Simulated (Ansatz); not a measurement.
Ligand exchange: CH4S + SnH2(SH)2 → CH4S2 + SnH3(SH)

Gas-phase species: CH4S (methanethiol) `CS`, singlet; SnH2(SH)2, singlet; CH4S2 (methyl hydrodisulfide) `CSS`, singlet; SnH3(SH), singlet. The partners trade H for SH: S–H and Sn–SH bonds give way to S–SH and Sn–H.

Shapes, held fixed at every level: PBE0-D4/def2-TZVP. Flexible molecules stand in one conformer, not always the lowest. Programs: Ansatz 0.2.0. Electronic energies: no zero-point or thermal term.

| level | kind | ΔE (kJ/mol) | less CCSD(T)/def2-TZVPP |
| --- | --- | --- | --- |
| HF/def2-SVP | Hartree–Fock | +109.6 | +16.0 |
| HF/def2-TZVPP | Hartree–Fock | +97.3 | +3.7 |
| PBE-D4/def2-TZVPP | GGA | +81.4 | -12.2 |
| BHLYP-D4/def2-TZVPP | global hybrid | +92.5 | -1.1 |
| r2SCAN0-D4/def2-TZVPP | global hybrid | +89.4 | -4.2 |
| MP2/def2-SVP | perturbation theory | +110.7 | +17.1 |
| MP2/def2-TZVPP | perturbation theory | +97.1 | +3.5 |
| CCSD(T)/def2-TZVPP | coupled cluster or CI | +93.6 | 0.0 |

The highest level, CCSD(T)/def2-TZVPP, gives ΔE = +93.6 kJ/mol; the levels span +81.4 to +110.7. The column of differences is taken from that level and isn't an error. No measured value is set beside it here. For atoms past krypton def2 sets carry core potentials with scalar relativity. Outer-core shells of Sn are correlated, in sets that cover them unevenly.

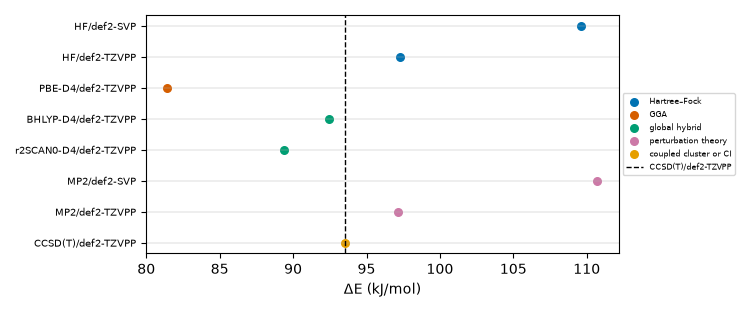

The values of the table, level by level.
